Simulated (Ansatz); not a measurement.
Input file:

```
crystal:
  periodic: [false, false, false]
  atoms:
    - {symbol: O, position_ang: [-1.677729, -0.665263, 0.594498]}
    - {symbol: Mo, position_ang: [-0.366896, 0.032482, -0.106869]}
    - {symbol: O, position_ang: [1.015779, -0.881571, 0.710891]}
    - {symbol: F, position_ang: [0.065688, -0.868298, -1.666079]}
    - {symbol: F, position_ang: [-1.107618, 1.243276, -1.286688]}
    - {symbol: Cl, position_ang: [0.165976, 1.878615, 1.127344]}
    - {symbol: H, position_ang: [1.966002, -0.807241, 0.581204]}
basis:
  gaussian: {orbitals: def2-TZVPP}
hamiltonian: {xc: pbe0, dispersion: d4}
output: {orbitals: {seedname: orbitals}}
```

Run with:

```sh
ansatz run in.yaml --threads 4 --pin off --events-out ev --progress --plain --max-ram 10444MiB
```

Geometry: PBE0-D4/def2-TZVP; core potentials replace the inner electrons of Mo.

Computed with RKS PBE0-D4/def2-TZVPP (Ansatz).

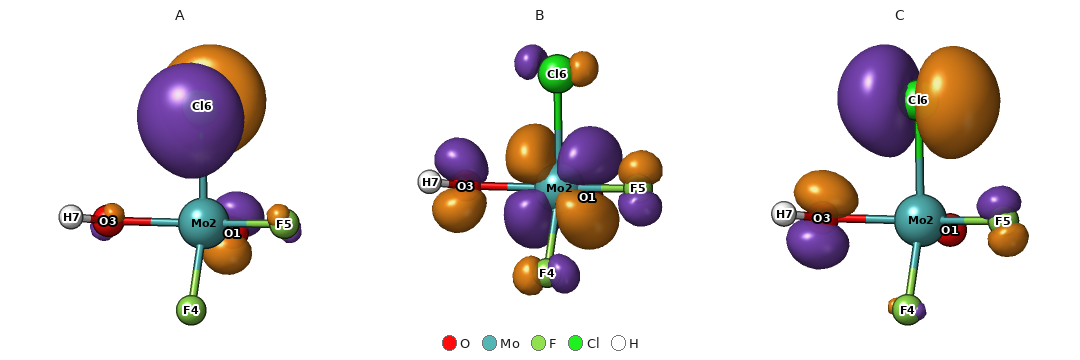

ClF2HMoO2. Three frontier orbitals at ±0.15 Å⁻³ᐟ² (orange and purple are the two phases), in no order.

### Order the three orbitals by energy and name them.

A is the HOMO−1 (−9.82 eV). By Hirshfeld shares it lies mainly on Cl6 (about 85 %) and O1 (about 10 %); largely a lone pair of Cl6. C is the HOMO (−9.46 eV). It lies mainly on Cl6 (about 75 %) and O3 (about 15 %); largely a lone pair of Cl6. B is the LUMO (−4.46 eV). Its weight (Hirshfeld) is mainly on Mo2 (about 65 %), O3 (about 15 %), Cl6 (about 5 %) and F5 (about 5 %).

### What is the HOMO–LUMO gap?

5.00 eV between the orbital energies.
